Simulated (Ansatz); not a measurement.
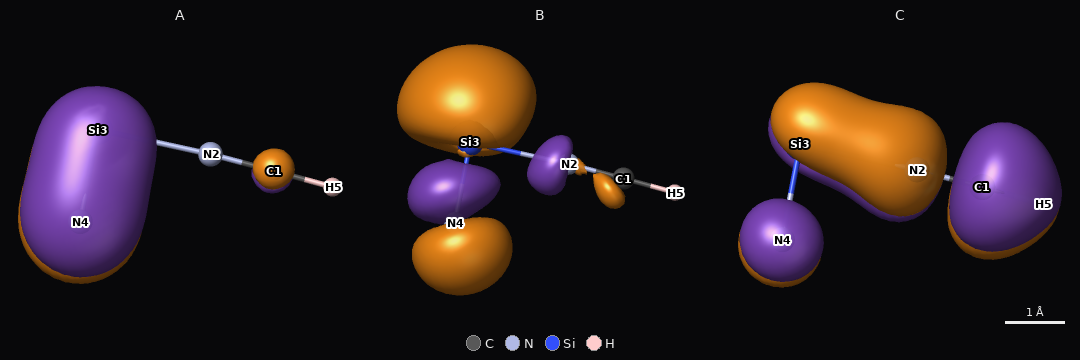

*CHN2Si (doublet). Three frontier orbitals at ±0.1 Å⁻³ᐟ² (orange and purple are the two phases), in no order.*

The calculation used UKS B3LYP-D4/def2-SVP in Ansatz 0.2.0.

The calculation's input:

```
crystal:
  periodic: [false, false, false]
  atoms:
    - { symbol: C, position_ang: [-0.643, 1.27296, -0.71311] }
    - { symbol: "N", position_ang: [-0.35353, 0.12937, -0.41151] }
    - { symbol: Si, position_ang: [0.36067, -1.18299, 0.37883] }
    - { symbol: "N", position_ang: [0.98099, -2.44541, 1.04653] }
    - { symbol: H, position_ang: [-0.34513, 2.22606, -0.30075] }
magnetization:
  spin_polarized: true
  initial_magnetization: 1
basis:
  gaussian: { orbitals: def2-SVP }
hamiltonian:
  xc: b3lyp
  dispersion: d4
relax:
  f_tol: 0.02
  max_steps: 50
output:
  orbitals: {}
```

Run with:

```sh
ansatz run input.yaml --threads 2 --pin off --max-ram 3072MiB --backend cpu --events-out ev --progress --plain --runs-dir out
```

The fields are those of the run's last geometry, not of the input's.

> Which picture is the HOMO−1, the HOMO and the LUMO? All are α orbitals.

A is the HOMO−1 (α) (−6.70 eV). It lies mainly on N4 (about 65 %) and Si3 (about 30 %); it changes sign across the molecular plane (π type); π-bonding across Si3–N4. B is the HOMO (α) (−6.19 eV). Its weight (Hirshfeld) is mainly on Si3 (about 55 %) and N4 (about 40 %); it is symmetric in the molecular plane (an in-plane orbital: σ, lone-pair or in-plane π type). C is the LUMO (α) (−1.97 eV). It lies mainly on C1 (about 40 %), N2 (about 25 %), Si3 (about 15 %) and N4 (about 10 %); it changes sign across the molecular plane (π type); π-bonding across N2–Si3; π-antibonding (a node) across C1–N2 and Si3–N4.

> What is the gap between the highest occupied and lowest empty α orbitals?

4.22 eV between the orbital energies.
